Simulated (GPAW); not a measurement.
LiCuS2 (C2/m), S K edge of atom 2, with 2 Cu at 2.24 Å, 1 Li at 2.56 Å and 2 Li at 2.68 Å (5-fold, site symmetry m). Method: GPAW, LDA, excited-electron core hole (neutral cell), 12-atom cell with 6.1 Å between holes, 4×4×4 k points, dipole transitions, Gaussian full width 0.9 eV up to 4 eV, rising linearly to 3.5 eV at 25 eV.

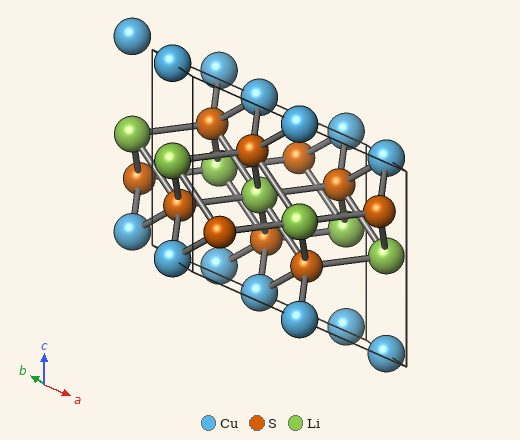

The structure (copper blue, sulfur orange, lithium green). Bonds to atoms that aren't drawn are left out. 1×2×1 conventional cells are drawn. Some periodic images of atoms are drawn too.

```xyz
4
Lattice="3.8661 -1.7106 0.0000 3.8661 1.7106 0.0000 -2.8011 0.0000 5.3727" Properties=species:S:1:pos:R:3 pbc="T T T"
Cu    3.8661    0.0000    0.0000
S     0.2366    0.0000    1.4273
S     4.6945    0.0000    3.9453
Li    2.4655    0.0000    2.6863
```

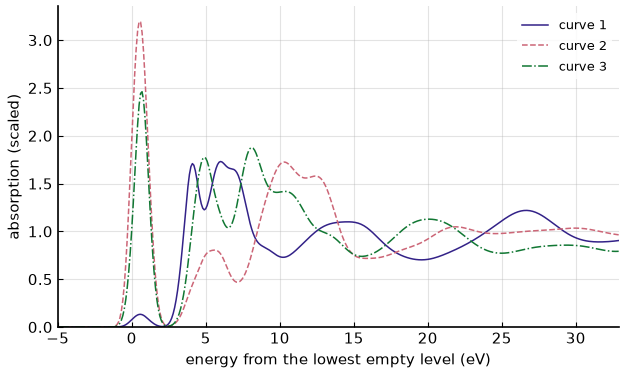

Energy from the lowest empty level; a common scale on which the isotropic spectrum has a mean of 1 over the first 20 eV.

The curves are for the electric vector along different Cartesian axes of the cell as given, averaged over the symmetry-equivalent atoms. Which is which?

Curve 1: along x, main maxima 0.6 eV (0.13), 4.1 eV (1.71), 6.0 eV (1.73) and 14.6 eV (1.10). Curve 2: along z, main maxima 0.5 eV (3.19), 10.3 eV (1.73) and 21.9 eV (1.05). Curve 3: along y, main maxima 0.7 eV (2.46), 4.9 eV (1.78) and 8.1 eV (1.88). A K edge sees empty p states on the absorber. Each direction probes the empty orbitals that point along it. The unit cell's mesh shows no gap over 0.35 eV. That is right for a metallic compound; for a small-gap or correlated insulator it would be the fault of the functional or of the assumed magnetic order, and the hole would be screened too well. The holes are only 6.1 Å apart, so the shape is probably not converged with cell size; no larger cell was run here.

[Banner, clock and machine lines of the logs are left out without a mark of their own.]

[Logs are printed without paths, hosts, clocks, repeated set-up lines and the standing remarks that a program may print on its own settings, such as how far it seeks lower states.]

[Hosts, paths, dates, database ids (printed as entryN), source tags and the programs' standing remarks are cut or masked in the printed files.]

[Lists of maxima count a maximum above −3 eV only where it reaches 4 % of the highest in the window and stands out from its surroundings by 2 % of it (1.5 % where it reaches 55 %); shoulders and weaker maxima are passed over, and of the rest the first, up to two pre-edge ones and the few strongest are named.]
